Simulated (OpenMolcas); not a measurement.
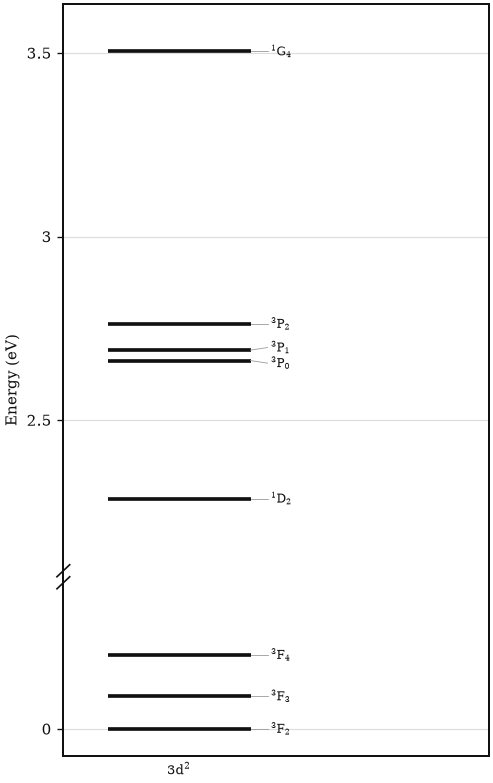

*Level diagram of Mn VI (Mn⁵⁺).*

The lowest level is 3d² ³F₂. The first excited level, 3d² ³F₃, lies at 0.0887 eV. The ground term spreads over 0.201 eV in the order J = 2, 3, 4, a normal multiplet. All levels drawn have even parity, so no electric dipole line joins them. The leading LS term holds 99 % of a level on average. The ground level has g = 0.666. Spin-orbit coupling puts the ground level 0.117 eV below the lowest spin-free term.

```csv
Configuration,Level,E (eV),Landé g
3d²,³F₂,0,0.666
3d²,³F₃,0.08866,1.084
3d²,³F₄,0.2014,1.251
3d²,¹D₂,2.286,1.015
3d²,³P₀,2.662,–
3d²,³P₁,2.690,1.501
3d²,³P₂,2.762,1.486
3d²,¹G₄,3.504,1.000
```

**Multiconfigurational calculation, with input and output: Mn⁵⁺**

Mn⁵⁺. Computed at this level: state-averaged CASSCF, active space 2 electrons in the shell 3d, basis ANO-RCC-VDZ, DKH2 scalar Hamiltonian, spin-orbit coupling by RASSI with atomic mean-field integrals (OpenMolcas).

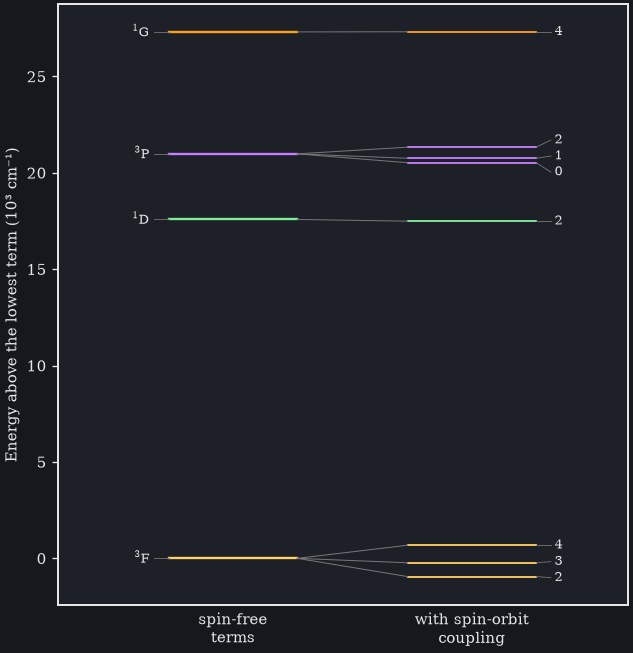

*Terms of Mn⁵⁺ without and with spin-orbit coupling; numbers at the right are J.*

³F (at 0) splits over 1,620 cm⁻¹ into J = 2, 3, 4 from the bottom up (normal); ¹D (at 17,600 cm⁻¹) gives the one level J = 2; ³P (at 21,000 cm⁻¹) splits over 806 cm⁻¹ into J = 0, 1, 2 from the bottom up (normal); ¹G (at 27,300 cm⁻¹) gives the one level J = 4. The ground level lies 944 cm⁻¹ below the lowest term.

Input and output of the run follow.

**Input file**
```
&GATEWAY
Coord
1

Mn 0.0 0.0 0.0
Basis=ANO-RCC-VDZ
Group=XYZ
NoMove
AngMom=0.0 0.0 0.0
AMFI
&SEWARD
&RASSCF
FileOrb=start.orb
Symmetry=1
Spin=3
nActEl=2 0 0
Inactive=3 6
Ras2=5 0
CIRoot=10 10 1
SDav=10
CIMx=300
Iter=120 100
PrWF=0.3
OrbListing=Nothing
MaxOrb=0
Atom
>>> COPY $Project.JobIph JOB001
&RASSCF
FileOrb=start.orb
Symmetry=1
Spin=1
nActEl=2 0 0
Inactive=3 6
Ras2=5 0
CIRoot=15 15 1
SDav=15
CIMx=300
Iter=120 100
PrWF=0.3
OrbListing=Nothing
MaxOrb=0
Atom
>>> COPY $Project.JobIph JOB002
&RASSI
NrOfJobIphs=2 10 14
1 2 3 4 5 6 7 8 9 10
1 2 3 4 5 6 7 8 9 10 11 12 13 14
IphNames
JOB001
JOB002
EJob
SpinOrbit
DIPRint=1.0
SOCoupling=1000.0
Subsets=2
MEES
Property=10
'ANGMOM' 1 'ANGMOM' 2 'ANGMOM' 3 'MLTPL  1' 1 'MLTPL  1' 2 'MLTPL  1' 3
'AMFI' 1 'AMFI' 2 'AMFI' 3 'MLTPL  2' 6
SOProperty=3
'ANGMOM' 1 'ANGMOM' 2 'ANGMOM' 3
```

The file start.orb holds starting orbitals from an earlier step. A driver script formed the levels outside the program, from RASSI's spin-orbit matrix and the active-space energies, averaged over the components of each term or state.

Run as:
```bash
OMP_NUM_THREADS=1 MOLCAS_MEM=2252 MOLCAS_PROJECT=a pymolcas a.inp > a.log  # once for each step of the input, in one work folder
```

**Output (extracts)**
```
--- SEWARD ---
Basis set label: MN.ANO-RCC...5S4P2D.

      Electronic valence basis set:
      ------------------
      Associated Effective Charge  25.000000 au
      Associated Actual Charge     25.000000 au
      Nuclear Model: Point charge

      Shell  nPrim  nBasis  Cartesian Spherical Contaminant
         s      21       5        X
         p      15       4        X
         d      10       2                 X
                  Relativistic Douglas-Kroll-Hess integrals:
                    - DKH order of Hamiltonian: 2
                    - DKH order of Properties : 0
                  Atomic mean-field integrals
--- RASSCF ---
Wave function specifications:
      -----------------------------

      Number of closed shell electrons          18
      Number of electrons in active shells       2
      Max number of holes in RAS1 space          0
      Max nr of electrons in RAS3 space          0
      Number of inactive orbitals                9
      Number of active orbitals                  5
      Number of secondary orbitals              13
      Spin quantum number                      1.0
      State symmetry                             1
Orbital specifications:
      -----------------------

      Symmetry species                           1   2
                                                ag  au
      Frozen orbitals                            0   0
      Inactive orbitals                          3   6
      Active orbitals                            5   0
      RAS1 orbitals                              0   0
      RAS2 orbitals                              5   0
      RAS3 orbitals                              0   0
      Secondary orbitals                         7   6
      Deleted orbitals                           0   0
      Number of basis functions                 15  12
      Number of CSFs                            10
      Number of root(s) required                10
      Iter CI   SX   CI       RASSCF       Energy    max ROT     max BLB   max BLB  Level Ln srch  Step   QN
          iter iter root      energy       change     param      element    value   shift minimum  type update
 Nr of preliminary CI iterations:   1
      Total energies have been shifted. Add                -1000.00 au
        1   1    6    0  -150.25479060    0.00E+00  -2.73E-01*   5  11 2 -8.47E-01*  0.00   0.00    SX    NO
        2   1    6    0  -150.87280738   -6.18E-01*  1.21E-02    4  10 2  1.32E-01*  0.00   0.00    SX    NO
        3   1    5    0  -150.87795113   -5.14E-03* -7.13E-03    6  12 2 -1.09E-02*  0.00   0.00    SX    NO
        4   1    5    0  -150.87811514   -1.64E-04*  2.24E-03    6  12 2  4.16E-03*  0.00   0.00    SX    NO
        5   1    4    0  -150.87813082   -1.57E-05* -5.38E-04    5  11 2 -1.26E-03*  0.00   0.76    QN   YES
        6   1    3    0  -150.87813257   -1.75E-06* -1.87E-06    3   9 1  6.72E-06   0.00   1.00    QN   YES
        7   1    2    0  -150.87813257   -3.32E-11   5.67E-08    3   9 1  5.65E-07   0.00   1.04    QN   YES
      Convergence after  7 iterations
        8   1    2    0  -150.87813257   -9.09E-13   5.67E-08    3  10 1 -5.37E-08   0.00   1.04    QN   YES
      Natural orbitals and occupation numbers for root  1
      sym 1:  -0.000000   0.288186   0.711814   0.288186   0.711814
      Natural orbitals and occupation numbers for root  2
      sym 1:  -0.000000   0.090791   0.090791   0.909209   0.909209
      Natural orbitals and occupation numbers for root  3
      sym 1:   0.673391   0.673391   0.326609   0.326609   0.000000
::    RASSCF root number  1 Total energy:  -1150.90681708
::    RASSCF root number  2 Total energy:  -1150.90681708
::    RASSCF root number  3 Total energy:  -1150.90681708
::    RASSCF root number  4 Total energy:  -1150.90681708
::    RASSCF root number  5 Total energy:  -1150.90681708
::    RASSCF root number  6 Total energy:  -1150.90681708
::    RASSCF root number  7 Total energy:  -1150.90681708
::    RASSCF root number  8 Total energy:  -1150.81120203
::    RASSCF root number  9 Total energy:  -1150.81120203
::    RASSCF root number 10 Total energy:  -1150.81120203
--- RASSCF ---
Wave function specifications:
      -----------------------------

      Number of closed shell electrons          18
      Number of electrons in active shells       2
      Max number of holes in RAS1 space          0
      Max nr of electrons in RAS3 space          0
      Number of inactive orbitals                9
      Number of active orbitals                  5
      Number of secondary orbitals              13
      Spin quantum number                      0.0
      State symmetry                             1
Orbital specifications:
      -----------------------

      Symmetry species                           1   2
                                                ag  au
      Frozen orbitals                            0   0
      Inactive orbitals                          3   6
      Active orbitals                            5   0
      RAS1 orbitals                              0   0
      RAS2 orbitals                              5   0
      RAS3 orbitals                              0   0
      Secondary orbitals                         7   6
      Deleted orbitals                           0   0
      Number of basis functions                 15  12
      Number of CSFs                            15
      Number of root(s) required                15
      Iter CI   SX   CI       RASSCF       Energy    max ROT     max BLB   max BLB  Level Ln srch  Step   QN
          iter iter root      energy       change     param      element    value   shift minimum  type update
 Nr of preliminary CI iterations:   1
      Total energies have been shifted. Add                -1000.00 au
        1   1    2    0  -150.78460998    0.00E+00  -9.92E-03    4  11 1 -6.86E-03*  0.00   0.00    SX    NO
        2   1    5    0  -150.78492243   -3.12E-04* -2.11E-03    5  12 2 -4.79E-03*  0.00   0.00    SX    NO
        3   1    4    0  -150.78494076   -1.83E-05*  6.45E-04    5  12 2  1.36E-03*  0.00   0.00    SX    NO
        4   1    4    0  -150.78494239   -1.62E-06*  1.92E-04    5  12 2 -4.07E-04*  0.00   0.00    SX    NO
        5   1    4    0  -150.78494253   -1.45E-07*  4.42E-05    6  10 2  1.22E-04*  0.00   0.77    QN   YES
        6   1    1    0  -150.78494255   -1.42E-08* -2.13E-09    5  12 2  3.50E-08   0.00   1.00    QN   YES
        7   1    1    0  -150.78494255    6.82E-13  -6.48E-09    4  11 2  4.08E-08   0.00  -0.00    QN   YES
      Convergence after  7 iterations
        8   1    1    0  -150.78494255   -1.59E-12  -6.48E-09    3   9 1  3.10E-08   0.00  -0.00    QN   YES
      Natural orbitals and occupation numbers for root  1
      sym 1:   0.226474   0.571429   0.073276   0.571429   0.557393
      Natural orbitals and occupation numbers for root  2
      sym 1:   0.571429   0.365967   0.483062   0.008114   0.571429
      Natural orbitals and occupation numbers for root  3
      sym 1:   0.494680   0.012488   0.571429   0.349975   0.571429
::    RASSCF root number  1 Total energy:  -1150.82670082
::    RASSCF root number  2 Total energy:  -1150.82670082
::    RASSCF root number  3 Total energy:  -1150.82670082
::    RASSCF root number  4 Total energy:  -1150.82670082
::    RASSCF root number  5 Total energy:  -1150.82670082
::    RASSCF root number  6 Total energy:  -1150.78237698
::    RASSCF root number  7 Total energy:  -1150.78237698
::    RASSCF root number  8 Total energy:  -1150.78237698
::    RASSCF root number  9 Total energy:  -1150.78237698
::    RASSCF root number 10 Total energy:  -1150.78237698
::    RASSCF root number 11 Total energy:  -1150.78237698
::    RASSCF root number 12 Total energy:  -1150.78237698
::    RASSCF root number 13 Total energy:  -1150.78237698
::    RASSCF root number 14 Total energy:  -1150.78237698
::    RASSCF root number 15 Total energy:  -1150.59924121
--- RASSI ---
SPIN-FREE ENERGIES:
  (Shifted by EMIN (a.u.) =      -1150.9068170825)

 SF State       Relative EMIN(au)   Rel lowest level(eV)    D:o, cm**(-1)      L_eff

     1             0.0000000000        0.0000000000              0.0000         3.0
     2             0.0000000000        0.0000000000              0.0000         3.0
     3             0.0000000000        0.0000000000              0.0000         3.0
     4             0.0000000000        0.0000000000              0.0000         3.0
     5             0.0000000000        0.0000000000              0.0000         3.0
     6             0.0000000000        0.0000000000              0.0000         3.0
     7             0.0000000000        0.0000000000              0.0000         3.0
    11             0.0801162597        2.1800744864          17583.4866         2.0
    12             0.0801162597        2.1800744864          17583.4866         2.0
    13             0.0801162597        2.1800744864          17583.4866         2.0
    14             0.0801162597        2.1800744864          17583.4866         2.0
    15             0.0801162597        2.1800744864          17583.4866         2.0
    10             0.0956150498        2.6018180515          20985.0778         1.0
     8             0.0956150498        2.6018180515          20985.0778         1.0
     9             0.0956150498        2.6018180515          20985.0778         1.0
    16             0.1244400980        3.3861875704          27311.4446         4.0
    17             0.1244400980        3.3861875704          27311.4446         4.0
    18             0.1244400980        3.3861875704          27311.4446         4.0
    19             0.1244400980        3.3861875704          27311.4446         4.0
    20             0.1244400980        3.3861875704          27311.4446         4.0
    21             0.1244400980        3.3861875704          27311.4446         4.0
    22             0.1244400980        3.3861875704          27311.4446         4.0
    23             0.1244400980        3.3861875704          27311.4446         4.0
    24             0.1244400980        3.3861875704          27311.4446         4.0
     Dipole printing threshold changed to   1.00000000E+00
Eigenvalues of complex Hamiltonian:
   -----------------------------------
  (Shifted by EMIN (a.u.) =      -1150.9068170825)

 SO State       Relative EMIN(au)   Rel lowest level(eV)    D:o, cm**(-1)     J-value

     1            -0.0043034581        0.0000000000              0.0000         1.8
     2            -0.0043034581        0.0000000000              0.0000         1.7
     3            -0.0043034581        0.0000000000              0.0000         1.7
     4            -0.0043034581        0.0000000000              0.0000         1.3
     5            -0.0043034581        0.0000000000              0.0000         1.3
     6            -0.0010450804        0.0886649753            715.1313         2.6
     7            -0.0010450804        0.0886649753            715.1313         2.4
     8            -0.0010450804        0.0886649753            715.1313         2.5
     9            -0.0010450804        0.0886649753            715.1313         2.4
    10            -0.0010450804        0.0886649753            715.1313         2.3
    11            -0.0010450804        0.0886649753            715.1313         1.7
    12            -0.0010450804        0.0886649753            715.1313         2.5
    13             0.0030995836        0.2014470263           1624.7798         3.7
    14             0.0030995836        0.2014470263           1624.7798         2.9
    15             0.0030995836        0.2014470263           1624.7798         3.5
    16             0.0030995836        0.2014470263           1624.7798         3.5
    17             0.0030995836        0.2014470263           1624.7798         2.7
    18             0.0030995836        0.2014470263           1624.7798         2.7
    19             0.0030995836        0.2014470263           1624.7798         3.4
    20             0.0030995836        0.2014470263           1624.7798         3.2
    21             0.0030995836        0.2014470263           1624.7798         2.9
    22             0.0797041864        2.2859644623          18437.5468         1.2
    23             0.0797041864        2.2859644623          18437.5468         1.5
    24             0.0797041864        2.2859644623          18437.5468         1.8
    25             0.0797041864        2.2859644623          18437.5468         1.7
    26             0.0797041864        2.2859644623          18437.5468         1.5
    27             0.0935248891        2.6620449415          21470.8404        -0.0
    28             0.0945699695        2.6904830268          21700.2091         1.0
    29             0.0945699695        2.6904830268          21700.2091         0.6
    30             0.0945699695        2.6904830268          21700.2091         0.6
    31             0.0971953401        2.7619230015          22276.4113         1.0
    32             0.0971953401        2.7619230015          22276.4113         1.0
    33             0.0971953401        2.7619230015          22276.4113         1.8
    34             0.0971953401        2.7619230015          22276.4113         2.0
    35             0.0971953401        2.7619230015          22276.4113         1.8
    36             0.1244757555        3.5042609212          28263.7704         2.2
    37             0.1244757555        3.5042609212          28263.7704         3.0
    38             0.1244757555        3.5042609212          28263.7704         3.5
    39             0.1244757555        3.5042609212          28263.7704         3.1
    40             0.1244757555        3.5042609212          28263.7704         2.7
    41             0.1244757555        3.5042609212          28263.7704         3.4
Weights of the five most important spin-orbit-free states for each spin-orbit state.

 SO State  Total energy (au)           Spin-free states, spin, and weights
 -------------------------------------------------------------------------------------------------------
    1        -0.004303       7 1.0  0.2571    4 1.0  0.1865    6 1.0  0.1783    5 1.0  0.1492    2 1.0  0.1137
    2        -0.004303       4 1.0  0.2119    3 1.0  0.1828    5 1.0  0.1547    2 1.0  0.1330    6 1.0  0.1295
    3        -0.004303       3 1.0  0.3032    2 1.0  0.1705    7 1.0  0.1681    6 1.0  0.1336    1 1.0  0.0935
    4        -0.004303       6 1.0  0.2226    5 1.0  0.1849    1 1.0  0.1801    2 1.0  0.1393    4 1.0  0.1121
    5        -0.004303       1 1.0  0.3177    5 1.0  0.1615    2 1.0  0.1567    4 1.0  0.1361    7 1.0  0.1070
    6        -0.001045       7 1.0  0.5502    6 1.0  0.1246    3 1.0  0.0888    2 1.0  0.0811    5 1.0  0.0677
    7        -0.001045       7 1.0  0.1998    6 1.0  0.1734    4 1.0  0.1654    5 1.0  0.1416    3 1.0  0.1335
    8        -0.001045       3 1.0  0.4423    1 1.0  0.2650    2 1.0  0.0763    4 1.0  0.0645    5 1.0  0.0643
    9        -0.001045       4 1.0  0.2804    2 1.0  0.2076    1 1.0  0.1343    3 1.0  0.1278    5 1.0  0.1017
   10        -0.001045       4 1.0  0.3448    1 1.0  0.2817    6 1.0  0.1104    5 1.0  0.0928    2 1.0  0.0882
   11        -0.001045       6 1.0  0.3962    2 1.0  0.2243    1 1.0  0.1560    3 1.0  0.0815    5 1.0  0.0741
   12        -0.001045       5 1.0  0.4578    2 1.0  0.2111    3 1.0  0.1152    6 1.0  0.0757    1 1.0  0.0553
```

**Results in brief**

- outcome: converged
- lowest level: 3d² ³F₂
- first excited level: 3d² ³F₃, 715 cm⁻¹ (measured: 746)
- energy of the lowest spin-free term: −1150.90682 hartree
- energy of the lowest spin-orbit level: −1150.91112 hartree
- largest spread among components of a term: 0.0 cm⁻¹
- hardware: 1 CPU thread, shared host
- wall time: 8.2 s

**Remarks**

Against measured levels the run misses widely: 3d2 3P J = 0 comes out at 21,471 cm⁻¹ where 17,782 cm⁻¹ is measured. Without dynamic correlation the splittings between terms come out too large, often by 20 to 50 %. Limits: small basis contracted for the neutral atom, rough for a high charge; only configurations of the active space are included.
